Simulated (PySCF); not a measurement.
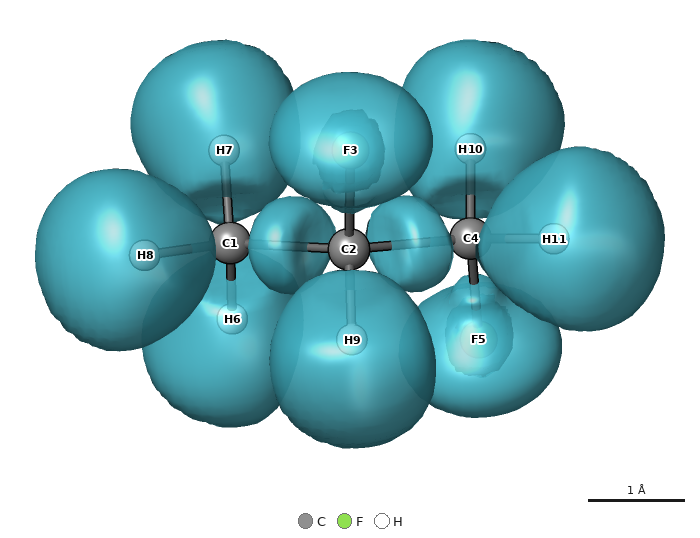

Figure. C₃H₆F₂ (SMILES C[C@H](F)CF). Isosurface of the electron localisation function at 0.75 (cyan), seen from one side. Core shells and regions of very low density are left out.

Geometry: PBE0-D3(BJ)/def2-SVP.

The calculation used PBE0/pcSseg-1, SCF density, gas phase, non-relativistic (PySCF).

```yaml
atoms:
  - { symbol: C, position_ang: [1.1955, -0.0722, -0.4775] }
  - { symbol: C, position_ang: [0.1209, -0.0891, 0.5780] }
  - { symbol: F, position_ang: [0.0925, -1.3176, 1.2070] }
  - { symbol: C, position_ang: [-1.2706, 0.1464, 0.0211] }
  - { symbol: F, position_ang: [-1.3305, 1.3950, -0.5404] }
  - { symbol: H, position_ang: [1.1739, 0.8880, -1.0123] }
  - { symbol: H, position_ang: [1.0287, -0.8828, -1.2035] }
  - { symbol: H, position_ang: [2.1891, -0.2043, -0.0262] }
  - { symbol: H, position_ang: [0.3254, 0.6795, 1.3452] }
  - { symbol: H, position_ang: [-1.5032, -0.6117, -0.7473] }
  - { symbol: H, position_ang: [-2.0161, 0.0715, 0.8300] }
```

Describe the localisation domains.

The surface consists of two regions between bonded C–C atoms (shared pairs), six regions around hydrogen nuclei and two regions on F in which the atom's valence shell and bonds are merged. Profiles from the grid: C–F (1.37 Å): the ELF peaks at about 0.85 between the atoms, as expected for a polar covalent bond. C–C (1.51 Å): the ELF peaks at about 0.95 between the atoms (a covalent bond).
